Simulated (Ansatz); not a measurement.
```xyz
3

P     0.7045   -0.4075    0.1035
S    -0.2838   -0.0822   -1.6432
S    -0.4207    0.4896    1.5397
```

Geometry: PBE-D4/def2-TZVP.

Method: UKS PBE0-D4/def2-TZVP in Ansatz.

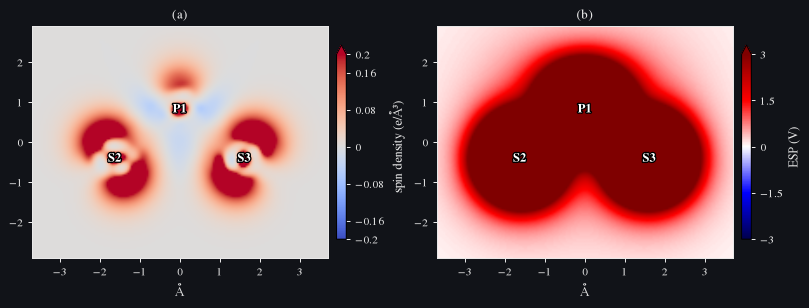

PS₂ (quartet). (a) spin density; (b) electrostatic potential on the molecular plane.

Interpret the plot.

The plane passes through P and S nuclei.
The unpaired spin (3 electrons) lies mostly on S2 (about 1.0), S3 (about 1.0) and P1 (about 0.9), in electrons by Hirshfeld's partition.
The potential has no marked negative region in this plane.
